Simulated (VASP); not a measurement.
Band structure of MoSi (relaxed from the CsCl type structure, space group Pm-3m). Computed with PBEsol GGA, VASP's PBE PAW potentials (set 64) (plane waves; VASP).

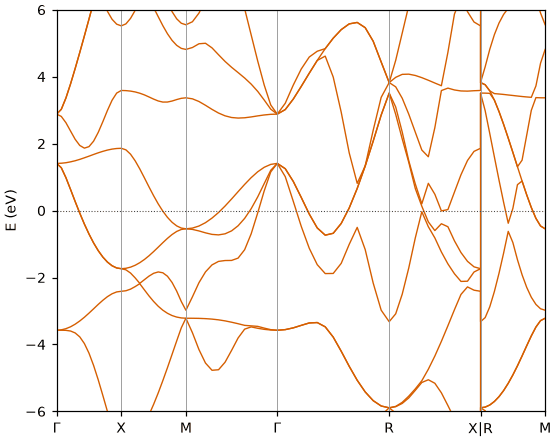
Fig. 1. Bands along high-symmetry lines, zero at the valence-band maximum or, without a gap, the Fermi level

Question: Read the plot: is there a gap, and where are the band edges?

Answer: It has no gap at this level: it comes out as a metal or semimetal. (Edges off the drawn lines would not show.)

The structure was generated: MoSi was put into the CsCl type type (Pm-3m), which need not be its known phase. It was relaxed first, which changed the volume by -33 %.
